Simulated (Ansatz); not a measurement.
## TiOF2: a changed input and its effect

System: TiOF2.
Method of run A: RKS PBE-D4/def2-TZVPP (Ansatz 0.2.0).

The geometry comes from this level: PBE0-D4/def2-TZVP. Text and figures count atoms from 1; the logs count them from 0 in places.

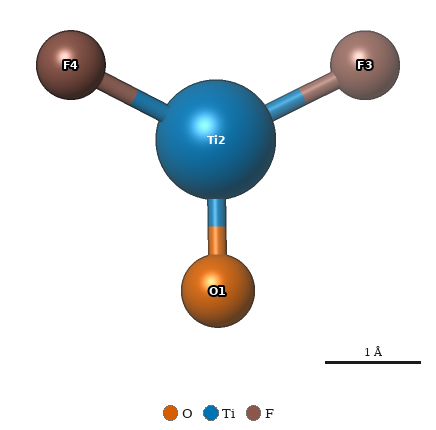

Figure 1. The structure as given in the input (ball-and-stick view, seen at a tilt; atoms are numbered from 1 in the order of the input). Sticks mark near contacts. Bond lengths as drawn: F–Ti 1.79 Å and O–Ti 1.59 Å.

Input file, run A:
```yaml
crystal:
  periodic: [false, false, false]
  atoms:
    - {symbol: O, position_ang: [0.045723, 0.470877, 1.512440]}
    - {symbol: Ti, position_ang: [-0.057734, -0.034398, 0.006513]}
    - {symbol: F, position_ang: [0.835050, -1.536346, -0.374152]}
    - {symbol: F, position_ang: [-0.823039, 1.099877, -1.144801]}
basis:
  gaussian: {orbitals: def2-TZVPP}
hamiltonian: {xc: pbe, dispersion: d4}
```

Command:
```bash
ansatz run in.yaml --threads 2 --pin off --events-out ev --progress --plain --max-ram 4352MiB
```

Hardware: 2 threads of Arm Neoverse V1, 95 GiB of memory available, shared host.

Output (run A):
```
Functional definition: PBE
  parameter kappa = 0.804
  parameter beta = 0.06672455060314922
  exchange = pbe_x(kappa = kappa, mu = beta*pi^2/3)
  correlation = pbe_c(beta = beta)
895 factors; their error is unknown
mean field evaluation 1: about -30579.5472 eV, gradient 9.0e1 eV
mean field evaluation 2: about -30215.9464 eV, gradient 4.5e2 eV
mean field evaluation 4: about -30590.9207 eV, gradient 2.2e1 eV
mean field evaluation 8: about -30591.7464 eV, gradient 1.1e-1 eV
mean field evaluation 16: about -30591.7449 eV, gradient 1.0e-4 eV
mean field -30591.74488131 eV, -1124.2258885587 hartree, gradient 2.5e-5 eV, S^2 0.000000; 0 other end points of the search recorded, 0 dependent functions left out
reference -30591.74493409 eV, -1124.2258904982 hartree; 24, 24 occupied and 133, 133 virtual orbitals, 895 factors
Total energy: -30591.80988961 eV, -1124.2282775696 hartree
```

For run B the input was changed thus:
```diff
-    - {symbol: O, position_ang: [0.045723, 0.470877, 1.512440]}
-    - {symbol: Ti, position_ang: [-0.057734, -0.034398, 0.006513]}
-    - {symbol: F, position_ang: [0.835050, -1.536346, -0.374152]}
-    - {symbol: F, position_ang: [-0.823039, 1.099877, -1.144801]}
+    - {symbol: O, position_ang: [0.043547, 0.469632, 1.512835]}
+    - {symbol: Ti, position_ang: [-0.056886, -0.033989, 0.006126]}
+    - {symbol: F, position_ang: [0.835889, -1.536212, -0.374078]}
+    - {symbol: F, position_ang: [-0.822550, 1.100568, -1.144881]}
```

Predict how the results change.

The energy is the same within 0.01 kcal/mol.

Output (run B):
```
Functional definition: PBE
  parameter kappa = 0.804
  parameter beta = 0.06672455060314922
  exchange = pbe_x(kappa = kappa, mu = beta*pi^2/3)
  correlation = pbe_c(beta = beta)
895 factors; their error is unknown
mean field evaluation 1: about -30579.5454 eV, gradient 9.0e1 eV
mean field evaluation 2: about -30215.6166 eV, gradient 4.5e2 eV
mean field evaluation 4: about -30590.9147 eV, gradient 2.2e1 eV
mean field evaluation 8: about -30591.7465 eV, gradient 1.1e-1 eV
mean field evaluation 16: about -30591.7450 eV, gradient 1.2e-4 eV
mean field -30591.74502216 eV, -1124.2258937350 hartree, gradient 3.1e-5 eV, S^2 0.000000; 0 other end points of the search recorded, 0 dependent functions left out
reference -30591.74507494 eV, -1124.2258956746 hartree; 24, 24 occupied and 133, 133 virtual orbitals, 895 factors
Total energy: -30591.81002651 eV, -1124.2282826008 hartree
```

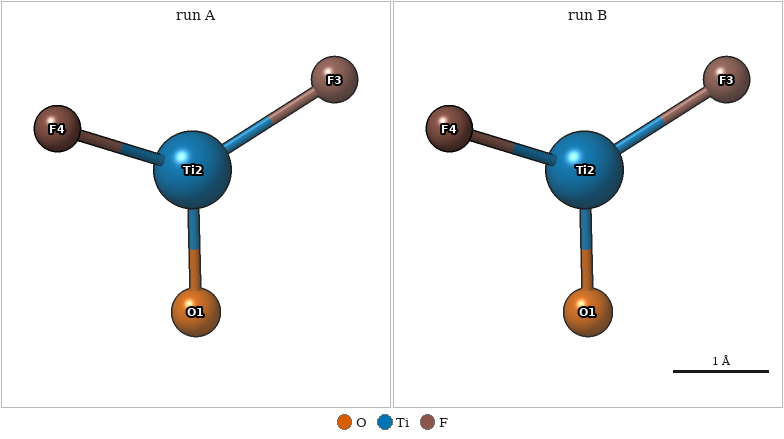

Figure 2. The two input geometries at one scale (ball-and-stick view, seen at a tilt). The atoms keep their places after the best rigid fit (all moves are under 0.005 Å).

The two runs side by side:

```csv
quantity,run A,run B
outcome,converged,converged
total energy (hartree),−1124.228278,−1124.228283
basis functions,157,157
wall time (shared host),2.1 s,1.9 s
```
